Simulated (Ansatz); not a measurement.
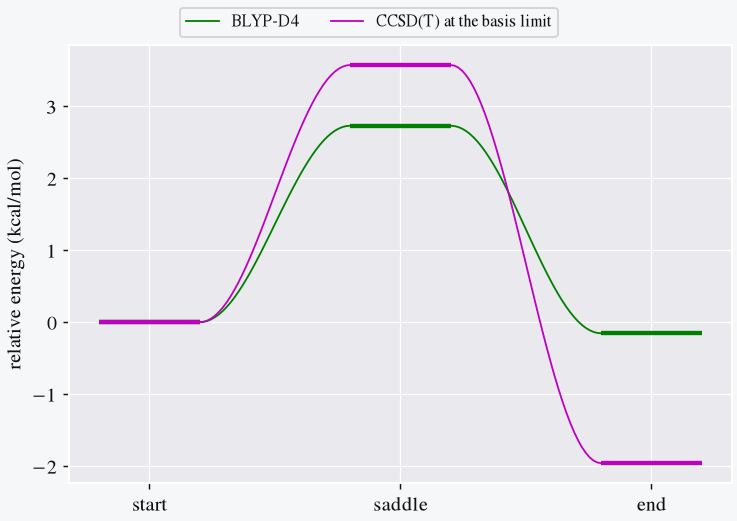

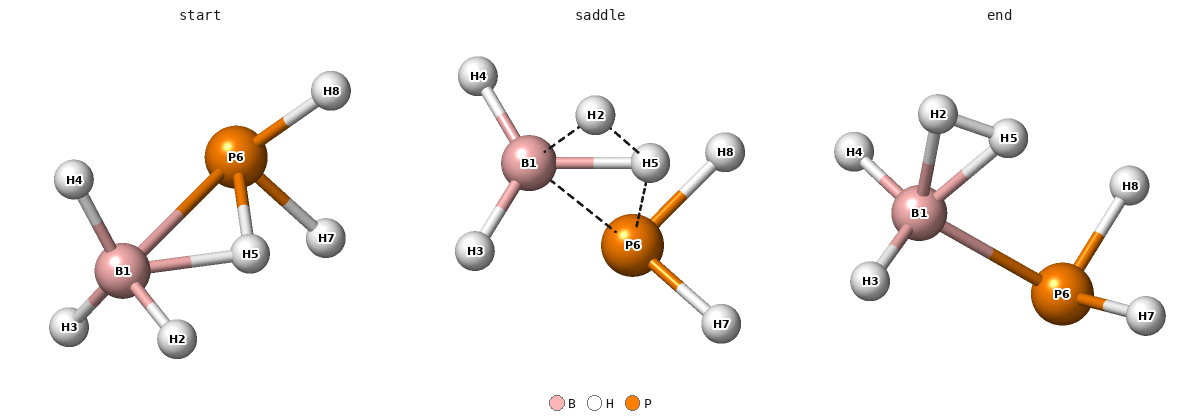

One elementary step of BPH₆: start, first-order saddle point (changing pairs dashed) and end. Electronic energies at PBE0-D4/def2-TZVP geometries, energies in def2-TZVPP, the Ansatz code 0.2.0; cores frozen in correlated methods, no zero-point terms. Start and end are the structures at the ends of the path (complexes, where there are several molecules). The limit is the MP2 basis limit plus CCSD(T) less MP2 in triple zeta. Lines between the levels only guide the eye.

In the step H2–H5 (1.58 → 1.16 → 0.84 Å) forms; H5–P6 (1.54 → 1.78 → 2.30 Å) breaks; B1–P6 (2.20 → 2.05 → 1.96 Å) shortens; B1–H2 (1.21 → 1.26 → 1.39 Å) stretches to a weak contact (lengths at start, saddle and end; changes of bond order aren't listed).

> Give the barriers and step energies (kcal/mol).

```tsv
level	barrier	reverse barrier	step energy
BLYP-D4	2.7	2.9	−0.2
CCSD(T) at the basis limit	3.6	5.5	−2.0
```
